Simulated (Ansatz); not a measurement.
**Titanium, dhcp under RPBE: ground state and equation of state, part 1 of 2**

Aim: take titanium in the dhcp structure, relax it, solve it on a dense k-mesh, then scale the cell to 7 volumes from 88 to 112 % of the relaxed one and try a fit of the equation of state. Spin polarisation is left out. The k-meshes are 12×12×4 for the relaxation; 16×16×5 for the dense run; 16×16×5 for the volumes.

Method: DFT RPBE, plane waves (420 eV) with PAW, scalar-relativistic; PBE-made PAW files, in Ansatz 0.2.0.

## Step 1: The structure to begin with

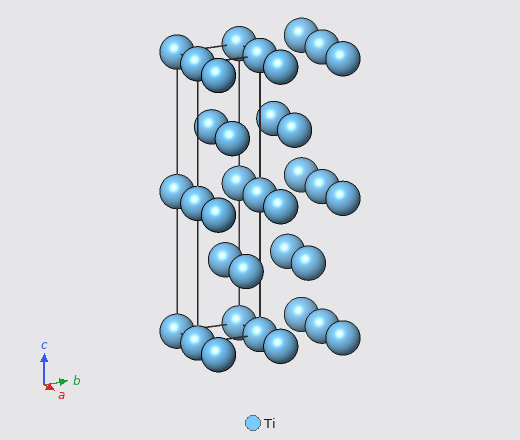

Start, viewed slightly off an axis; titanium blue. 2×2×1 cells are drawn. Any atoms on the faces are drawn again on the opposite ones.

As a file:

```
CELL_PARAMETERS angstrom
2.92294 0.00000 0.00000
-1.46147 2.53134 0.00000
0.00000 0.00000 9.54632
ATOMIC_POSITIONS crystal
Ti 0.00000 0.00000 0.00000
Ti 0.00000 0.00000 0.50000
Ti 0.33333 0.66667 0.25000
Ti 0.66667 0.33333 0.75000
```

## Step 2: Relaxing cell and atoms

input.yaml

```yaml
crystal:
  lattice:
    - [2.9229395509, 0.0, 0.0]
    - [-1.4614697754, 2.5313399048, 0.0]
    - [0.0, 0.0, 9.5463205732]
  atoms:
    - { symbol: Ti, position: [0.0, 0.0, 0.0] }
    - { symbol: Ti, position: [0.0, 0.0, 0.5] }
    - { symbol: Ti, position: [0.3333333333, 0.6666666667, 0.25] }
    - { symbol: Ti, position: [0.6666666667, 0.3333333333, 0.75] }
hamiltonian:
  xc: rpbe
  pseudopotentials:
    kind: paw
    azcp:
      Ti: "pseudopotentials/Ti.paw.azcp"
basis:
  ecutwfc: 420
  fft_grid_basis: typed
kpoints:
  mp_grid: { grid: [12, 12, 4], shift: [0, 0, 0] }
magnetization:
  spin_polarized: false
scf:
  occupations: { method: fermi_dirac, width: 0.1 }
relax:
  max_steps: 60
  f_tol: 0.01
  cell: {}
output:
  write_density: true
  write_potential: true
  elf: true
  volumetric_format: npy
```

Output, cut to the lines that bear on the results:

```text
Warning: RAYON_NUM_THREADS=2 ignored (pool sized by the plan → 2); use --threads N
[...]
Pseudopotentials: kind: paw
Pseudopotential: Ti, paw, valence charge 12, recommended cutoff 420 eV (normal), <dir>
Functional definition: RPBE
[...]
Crystal: 4 atoms, lattice volume = 70.633 Å³
Basis set: ecut = 420 eV, 1387 PW (Γ), exchange–correlation on 40×40×128 points (8 copies of the dense FFT grid, shifted against one another)
Bands: 29, of which v1, the nominal top of the filled ones, is band 24 counted from 1 (23 counted from 0)
Symmetry: 24 space group operations
Space group: P63/mmc (ITA 194), of the structure as read, at distance tolerance 4.1e-5 Å
k-points: 57 of 576
[...]
SCF iter   1: F=—  HF=-10016.078972 eV  |F-HF|=—  |Δ(HF+E_count)|=         —  Δρ=5.48e-3  dr2=3.76e-2  ethr=1.77e-3  ⟨swp⟩=4.3  Hψ=6283  notcnv=0
[...]
relax step   1: F+E_penalty+E_count = -10016.07789900 eV  Δ(F+E_penalty+E_count) = +0.000e0 eV  max|allowed force component| = 1.156e-16 eV/Å  Δτ_max = 0.0000 Å  P = +2.160 GPa  Ω = 70.633 Å³  (6 SCF iters, dr2 threshold 1.00e-7 eV, accepted)
[...]
relax step   5: F+E_penalty+E_count = -10016.09422043 eV  Δ(F+E_penalty+E_count) = -1.835e-5 eV  max|allowed force component| = 1.989e-16 eV/Å  Δτ_max = 0.0000 Å  P = -0.001 GPa  Ω = 72.072 Å³  energy of the carried Pulay correction = -2.311e-4 eV  (6 SCF iters, accepted)
[...]
relax step   6: F+E_penalty+E_count = -10016.09441619 eV  Δ(F+E_penalty+E_count) = -1.958e-4 eV  max|allowed force component| = 1.665e-16 eV/Å  Δτ_max = 0.0000 Å  P = -0.007 GPa  Ω = 72.072 Å³  stress off target by 7.62e-3 GPa  SCF on the basis re-selected at this cell (its energy is not [...]
SCF converged after 6 iterations
Free energy (F): -10016.094416 eV
[...]
E sigma→0 (E₀):  -10015.988902 eV
Entropy (-TS):   -0.211028 eV (-52.757 meV/atom)
Fermi energy:    12.842304 eV
[...]
--- Forces (eV/Å), atoms counted from 1 ---
  atom   1  Ti    -0.00000000    -0.00000000     0.00000000
  atom   2  Ti    -0.00000000     0.00000000     0.00000000
  atom   3  Ti     0.00000000    -0.00000000    -0.00000000
  atom   4  Ti    -0.00000000     0.00000000     0.00000000
[...]
--- Stress (GPa, compression-positive) ---
       -0.007620      -0.000000       0.000000
        0.000000      -0.007620       0.000000
        0.000000       0.000000      -0.005600
  P = ⅓ Tr σ = -0.0069 GPa (-0.069 kbar)
--- Band table (eV; the first three rows and the last of 57) ---
[...]
--- Relaxed structure (5 steps of the walk, 4 accepted, 1 SCFs on fresh bases) ---
  F+E_penalty+E_count = -10016.09441619 eV   max|allowed force component| = 1.665e-16 eV/Å   (the final SCF, on the basis selected at the relaxed cell)
  cell:  # Å, volume = 72.0717 Å³
    - [2.962471615100175, -2.925796278035109e-11, 0.0]
    - [-1.4812358075247494, 2.565575676681696, 0.0]
    - [0.0, 0.0, 9.482568078186011]
  atoms:
    - { symbol: Ti, position: [2.0677249766543265e-34, 9.23303990193813e-35, 0.0] }
    - { symbol: Ti, position: [2.37453780619032e-34, 1.0976618252509182e-34, 0.5] }
    - { symbol: Ti, position: [0.33333333333333337, 0.6666666666666667, 0.25] }
    - { symbol: Ti, position: [0.6666666666666667, 0.3333333333333333, 0.75] }
```

It took 24 s on 2 threads of an Arm CPU, shared host; peak memory 0.41 GiB.

The steps of the relaxation:

| step | energy change (meV/atom) | largest force (eV/Å) | pressure (GPa) | volume (Å³/atom) | accepted |
| --- | --- | --- | --- | --- | --- |
| 1 | 0.00 | 0.0000 | 2.16 | 17.658 | yes |
| 2 | 0.37 | 0.0000 | -2.68 | 18.516 | no |
| 3 | -4.01 | 0.0000 | -0.01 | 18.019 | yes |
| 4 | -4.08 | 0.0000 | -0.04 | 18.026 | yes |
| 5 | -4.08 | 0.0000 | 0.00 | 18.018 | yes |
| 6 | -4.13 | 0.0000 | -0.01 | 18.018 | yes |

Steps that repeat a cell are solved on a basis chosen anew, so their changes of energy are no gain of the relaxation.

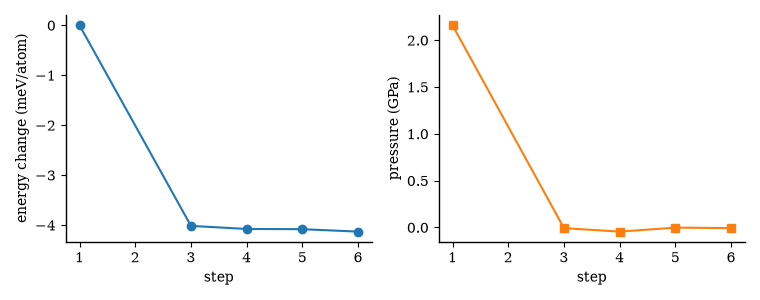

Energy and pressure over the accepted steps.

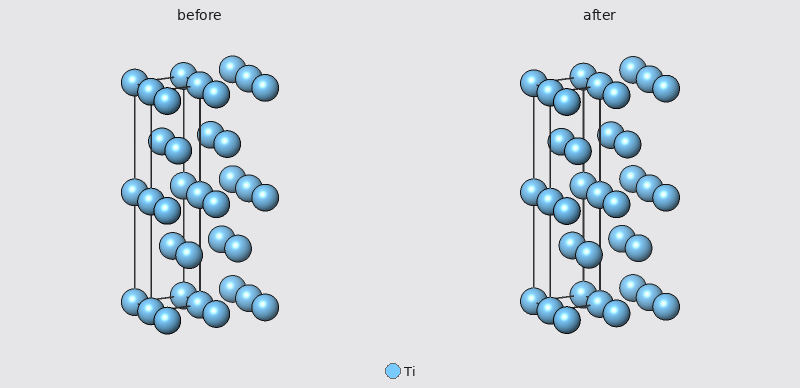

The structure before (left) and after (right), drawn at the same scale. The cells drawn are those of the first picture.

The cell of the run, before and after:

|  | before | after | change |
| --- | --- | --- | --- |
| a (Å) | 2.923 | 2.962 | +1.4 % |
| b (Å) | 2.923 | 2.962 | +1.4 % |
| c (Å) | 9.546 | 9.483 | -0.7 % |
| volume (Å³/atom) | 17.658 | 18.018 | +2.0 % |
| shortest distance (Å) | 2.923 | 2.923 | +0.0 % |
| space group (spins left aside) | P6_3/mmc | P6_3/mmc | same |

## Step 3: Single point on a dense mesh

Changes to input.yaml since step 2:

```diff
@@ -2,5 +2,5 @@
   lattice:
-    - [2.9229395509, 0.0, 0.0]
-    - [-1.4614697754, 2.5313399048, 0.0]
-    - [0.0, 0.0, 9.5463205732]
+    - [2.9624716151, 0.0, 0.0]
+    - [-1.4812358075, 2.5655756767, 0.0]
+    - [0.0, 0.0, 9.4825680782]
   atoms:
@@ -20,3 +20,3 @@
 kpoints:
-  mp_grid: { grid: [12, 12, 4], shift: [0, 0, 0] }
+  mp_grid: { grid: [16, 16, 5], shift: [0, 0, 0] }
 magnetization:
@@ -25,6 +25,2 @@
   occupations: { method: fermi_dirac, width: 0.1 }
-relax:
-  max_steps: 60
-  f_tol: 0.01
-  cell: {}
 output:
```

Output, cut to the lines that bear on the results:

```text
Warning: RAYON_NUM_THREADS=2 ignored (pool sized by the plan → 2); use --threads N
[...]
[... 3 set-up lines as earlier in the session ...]
[...]
Crystal: 4 atoms, lattice volume = 72.072 Å³
Basis set: ecut = 420 eV, 1387 PW (Γ)
Bands: 29, of which v1, the nominal top of the filled ones, is band 24 counted from 1 (23 counted from 0)
[... 1 set-up line as earlier in the session ...]
Space group: P63/mmc (ITA 194), of the structure as read, at distance tolerance 4.2e-5 Å
k-points: 90 of 1280
[...]
SCF iter   1: F=—  HF=-10016.096253 eV  |F-HF|=—  |Δ(HF+E_count)|=         —  Δρ=5.73e-3  dr2=4.45e-2  ethr=1.77e-3  ⟨swp⟩=4.3  Hψ=9966  notcnv=0
[...]
SCF iter   6: F=-10016.094259 eV  HF=-10016.094259 eV  |F-HF|=4.20e-8  |Δ(HF+E_count)|=   1.43e-8  Δρ=9.71e-6  dr2=7.18e-8  ethr=2.08e-10  ⟨swp⟩=5.0  Hψ=7273  notcnv=0
[...]
SCF converged after 6 iterations
Free energy (F): -10016.094259 eV
[...]
E sigma→0 (E₀):  -10015.988385 eV
Entropy (-TS):   -0.211747 eV (-52.937 meV/atom)
Fermi energy:    12.841813 eV
[...]
--- Band table (eV; the first three rows and the last of 90) ---
[...]
```

Wall time 5.7 s (2 threads of an Arm CPU, shared host); peak memory 0.42 GiB.

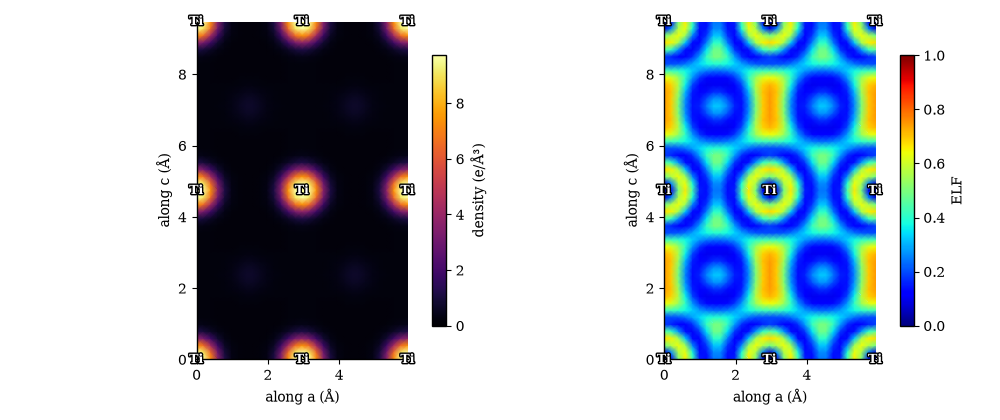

Density (left) and ELF (right) in a lattice plane of the grid's cell (edges 2.96 and 9.48 Å, at 0.000 of the third edge), which holds Ti. Only atoms in the plane are labelled. Both are smooth fields of the valence electrons: close to the nuclei they are not physical.

Outside the cores ELF peaks at 0.76 between the atoms, 2.1 Å from Ti.

## Step 4: At 88 % of the relaxed volume

Changes to input.yaml since step 3:

```diff
@@ -2,5 +2,5 @@
   lattice:
-    - [2.9624716151, 0.0, 0.0]
-    - [-1.4812358075, 2.5655756767, 0.0]
-    - [0.0, 0.0, 9.4825680782]
+    - [2.8388890645, 0.0, 0.0]
+    - [-1.4194445322, 2.4585500484, 0.0]
+    - [0.0, 0.0, 9.0869929972]
   atoms:
@@ -26,5 +26,2 @@
 output:
-  write_density: true
-  write_potential: true
-  elf: true
-  volumetric_format: npy
+  stress: true
```

Output, cut to the lines that bear on the results:

```text
Warning: RAYON_NUM_THREADS=2 ignored (pool sized by the plan → 2); use --threads N
[...]
[... 3 set-up lines as earlier in the session ...]
[...]
Crystal: 4 atoms, lattice volume = 63.423 Å³
Basis set: ecut = 420 eV, 1255 PW (Γ)
Bands: 29, of which v1, the nominal top of the filled ones, is band 24 counted from 1 (23 counted from 0)
[... 1 set-up line as earlier in the session ...]
Space group: P63/mmc (ITA 194), of the structure as read, at distance tolerance 4.0e-5 Å
k-points: 90 of 1280
[...]
SCF iter   1: F=—  HF=-10015.691037 eV  |F-HF|=—  |Δ(HF+E_count)|=         —  Δρ=5.74e-3  dr2=2.79e-2  ethr=1.77e-3  ⟨swp⟩=4.3  Hψ=9964  notcnv=0
[...]
SCF iter   6: F=-10015.689836 eV  HF=-10015.689836 eV  |F-HF|=2.42e-9  |Δ(HF+E_count)|=   4.57e-8  Δρ=7.06e-6  dr2=2.27e-8  ethr=2.08e-10  ⟨swp⟩=4.0  Hψ=8262  notcnv=0
[...]
SCF converged after 6 iterations
Free energy (F): -10015.689836 eV
[...]
E sigma→0 (E₀):  -10015.592870 eV
Entropy (-TS):   -0.193932 eV (-48.483 meV/atom)
Fermi energy:    14.905584 eV
[...]
--- Stress (GPa, compression-positive) ---
       16.438802      -0.000000       0.000000
       -0.000000      16.438802      -0.000000
        0.000000      -0.000000      16.543283
  P = ⅓ Tr σ = 16.4736 GPa (164.736 kbar)
```

Run time: 4.5 s. Hardware: 2 threads of an Arm CPU, shared host; peak memory 0.4 GiB.

(Continued in part 2 of 2.)
